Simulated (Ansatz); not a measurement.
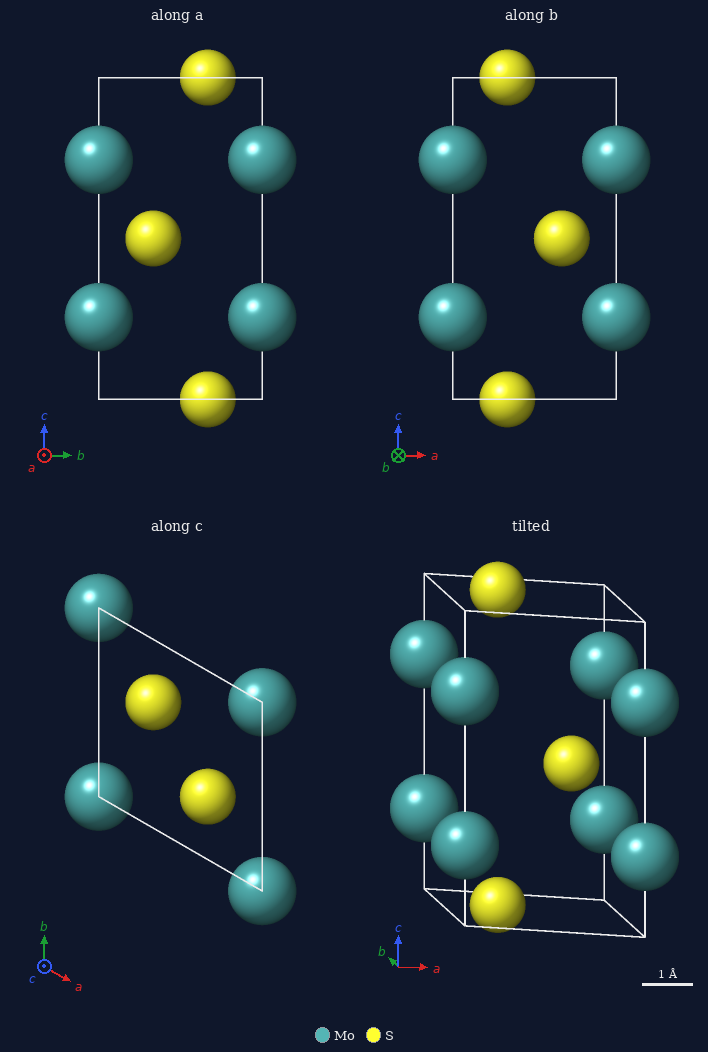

The image is a spheres-only drawing of a crystal, viewed along the a axis, along the b axis, along the c axis and slightly off an axis. The lines enclose the conventional unit cell; boundary atoms appear with their images.

Lattice parameters: a = 3.8049 Å, b = 3.8049 Å, c = 6.4883 Å, α = 90.000°, β = 90.000°, γ = 120.000°.

From the views, write a CIF in P1 with every atom of the cell, with free fractional coordinates to two decimals.

Answer.
```cif
data_structure
_symmetry_space_group_name_H-M 'P 1'
_symmetry_Int_Tables_number 1
_cell_length_a 3.8049
_cell_length_b 3.8049
_cell_length_c 6.4883
_cell_angle_alpha 90.000
_cell_angle_beta 90.000
_cell_angle_gamma 120.000
_cell_volume 81.35
loop_
_atom_site_label
_atom_site_type_symbol
_atom_site_fract_x
_atom_site_fract_y
_atom_site_fract_z
_atom_site_occupancy
Mo1 Mo 0.00 0.00 0.74 1
Mo2 Mo 0.00 0.00 0.26 1
S1 S 0.3333 0.6667 0.00 1
S2 S 0.6667 0.3333 0.50 1
```

It goes back to a structure type filled with these elements by a generator (whether the compound takes this form wasn't checked). What is shown is the relaxed result from DFT PBE+U, scalar-relativistic, plane waves, PAW (Ansatz).
